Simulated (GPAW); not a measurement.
Band structure of GaN (F-43m, 2 atoms in the cell).

```
GaN
1.0
    0.00000     2.26000     2.26000
    2.26000     0.00000     2.26000
    2.26000     2.26000     0.00000
Ga N
1 1
Direct
  0.00000   0.00000   0.00000
  0.25000   0.25000   0.25000
```

Computed with PBE, GPAW PAW datasets PBE (gpaw-data 1.0.1) (plane waves; GPAW 25.7.0).

Settings: mode = pw; ecut = 950 eV; xc = PBE; kpts = 13 13 13; mesh shift (steps) = 0 0 0; occupations.name = fermi-dirac; occupations.width = 0.01 eV; nbands = -8; convergence.forces = 0.001 eV/Å; convergence.bands = -6; symmetry.symmorphic = false; symmetry.tolerance = 0.0005; maxiter = 150; bandpath_npoints = 40.

The starting cell has typed, rounded lattice constants, without a prior relaxation at this level.

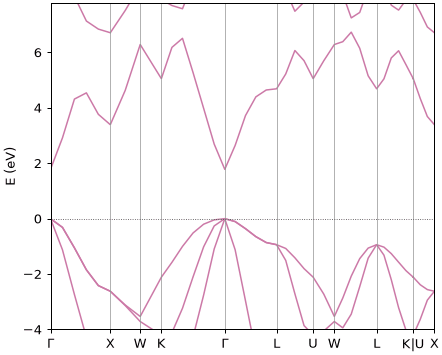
Fig. 1. Bands along the path, energies from the top of the valence band on the SCF mesh.

Problem. Read off roughly the gap and where its edges lie.

Solution. The gap along the path is about 1.8 eV (computed: 1.78 eV), direct at Γ to within 0.01 eV.

Levels in eV from the top of the valence band on the SCF mesh, bands 1 to 8:
| point | 1 | 2 | 3 | 4 | 5 | 6 | 7 | 8 |
|---|---|---|---|---|---|---|---|---|
| Γ | -15.78 | 0.00 | 0.00 | 0.00 | 1.78 | 10.35 | 10.35 | 10.35 |
| X | -12.81 | -6.13 | -2.62 | -2.62 | 3.39 | 6.71 | 11.72 | 13.91 |
| W | -12.71 | -5.59 | -3.71 | -3.53 | 6.28 | 8.42 | 10.29 | 11.11 |
| K | -12.81 | -5.78 | -4.20 | -2.11 | 5.05 | 7.91 | 11.07 | 12.82 |
| L | -13.54 | -6.92 | -0.94 | -0.94 | 4.69 | 8.78 | 10.38 | 10.38 |
| U | -12.81 | -5.78 | -4.20 | -2.11 | 5.05 | 7.91 | 11.07 | 12.82 |
